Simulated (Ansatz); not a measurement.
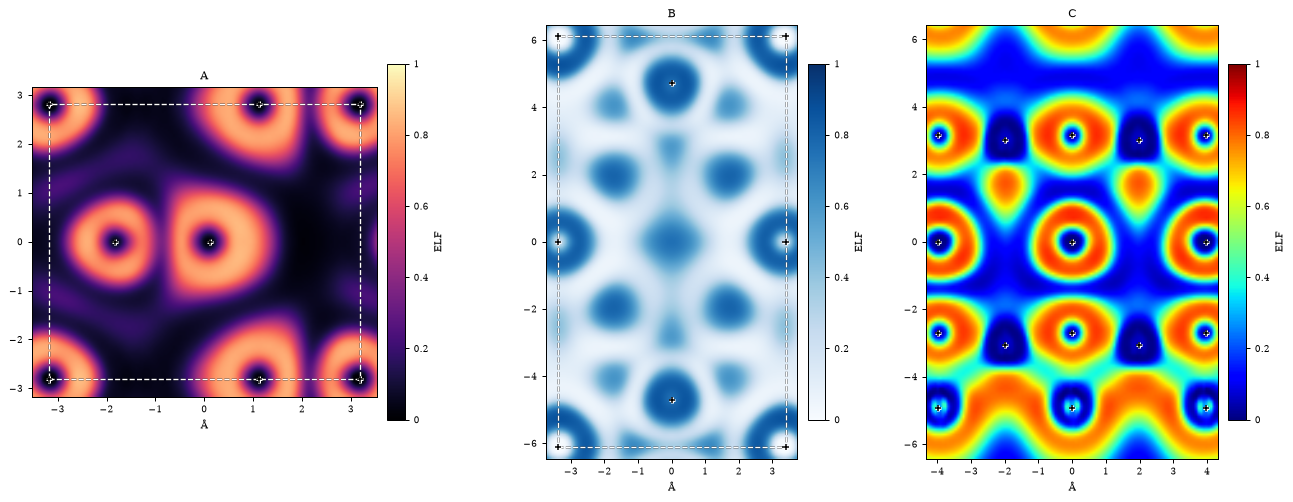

The ELF of 3 systems, each on a plane through atoms (crosses mark nuclei in the plane).

Method: DFT PBE, scalar-relativistic, plane waves, PAW (Ansatz).

System 1: LaAl$_{3}$N$_{2}$, the (010) plane of the conventional cell. Space group I4mm; a generated structure, not necessarily the stable one.

```
La Al N
1.0
     3.97114    0.00000    0.00000
     0.00000    3.97114    0.00000
     0.00000    0.00000   12.16926
La Al N
2 6 4
Direct
  0.00000 0.00000 0.13071
  0.50000 0.50000 0.63071
  0.00000 0.50000 0.37931
  0.50000 0.00000 0.87931
  0.50000 0.00000 0.37931
  0.00000 0.50000 0.87931
  0.00000 0.00000 0.72598
  0.50000 0.50000 0.22598
  0.00000 0.00000 0.39148
  0.50000 0.50000 0.89148
  0.00000 0.00000 0.90833
  0.50000 0.50000 0.40833
```

System 2: ZrNb$_{2}$N$_{4}$, the (110) plane of the conventional cell. Space group Pmm2; a generated structure, not necessarily the stable one.

```yaml
crystal:
  lattice:
    - [3.66028, 0.00000, 0.00000]
    - [0.00000, 4.28842, 0.00000]
    - [0.00000, 0.00000, 6.35899]
  atoms:
    - { symbol: Zr, position: [0.00000, 0.00000, 0.63375] }
    - { symbol: Nb, position: [0.50000, 0.00000, 0.17312] }
    - { symbol: Nb, position: [0.50000, 0.50000, 0.84740] }
    - { symbol: N, position: [0.00000, 0.50000, 0.70993] }
    - { symbol: N, position: [0.50000, 0.50000, 0.15151] }
    - { symbol: N, position: [0.50000, 0.00000, 0.84149] }
    - { symbol: N, position: [0.00000, 0.00000, 0.30944] }
```

System 3: La$_{3}$Hf$_{2}$O$_{3}$, the (010) plane of the conventional cell. Space group R-3m; a generated structure, not necessarily the stable one; changed on purpose from its base cell (volume × 0.97, shape and atoms relaxed); computed pressure about 3 GPa in this cell; computed without spin polarisation.

**Match each panel to its system.**

Panel A is system 2, ZrNb$_{2}$N$_{4}$: the plane holds Zr, Nb and N. Nb–N (1.93 Å): the ELF peaks at about 0.80 in the valence shell of N, 0.6 Å from its nucleus, and drops to about 0.35 between the two atoms. Panel B is system 3, La$_{3}$Hf$_{2}$O$_{3}$: the plane holds La, Hf and O. Panel C is system 1, LaAl$_{3}$N$_{2}$: the plane holds La, Al and N. Al–N (2.02 Å): the ELF peaks at about 0.85 in the valence shell of N, 0.7 Å from its nucleus, and is about 0.80 at the midpoint.
